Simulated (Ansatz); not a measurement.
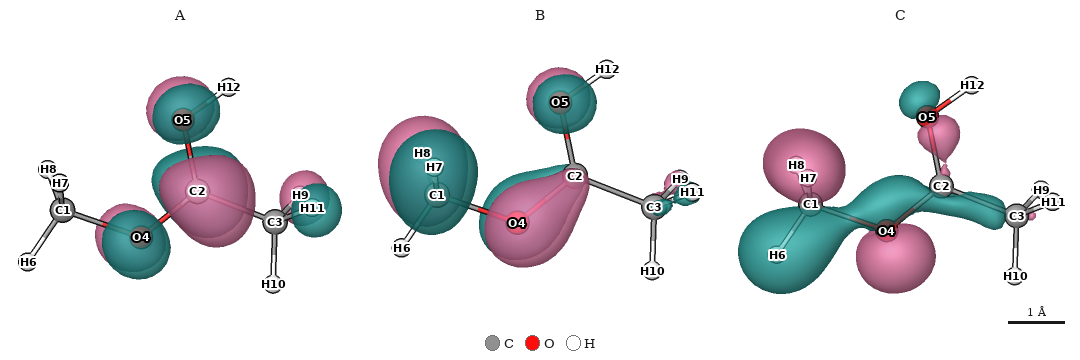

*C₃H₇O₂ (SMILES CO[C+](C)O) (charge +1). Three frontier orbitals at ±0.15 Å⁻³ᐟ² (teal and pink are the two phases), in no order.*

Geometry: r2SCAN-D4/def2-SVP.

Theory: isolated molecule in a Gaussian basis; Kohn-Sham density functional theory, functional PBE0 in Ansatz.

```xyz
12

C    -1.8776   -1.8878    0.2443
C    -1.3936    0.4222    0.6206
C    -0.5492    1.6114    0.4040
O    -1.0740   -0.6706    0.0654
O    -2.4587    0.4265    1.3547
H    -1.3580   -2.6455   -0.3478
H    -1.8922   -2.1440    1.3109
H    -2.8895   -1.6983   -0.1343
H    -1.1507    2.4144   -0.0552
H     0.2966    1.3630   -0.2471
H    -0.1781    1.9852    1.3734
H    -2.6525    1.2952    1.7546
```

Which picture is the HOMO−1, the HOMO and the LUMO?

C is the HOMO−1 (−15.88 eV). By Hirshfeld shares it lies mainly on C1 (about 30 %), O4 (about 30 %), H6 (about 15 %), H7 (about 5 %) and H8 (about 5 %). B is the HOMO (−15.47 eV). It lies mainly on O4 (about 30 %), C1 (about 25 %), H7 (about 10 %), H8 (about 10 %), O5 (about 10 %) and C2 (about 5 %). A is the LUMO (−6.79 eV). By Hirshfeld shares it lies mainly on C2 (about 45 %), O4 (about 20 %) and O5 (about 15 %).

What is the HOMO–LUMO gap?

8.68 eV between the orbital energies.
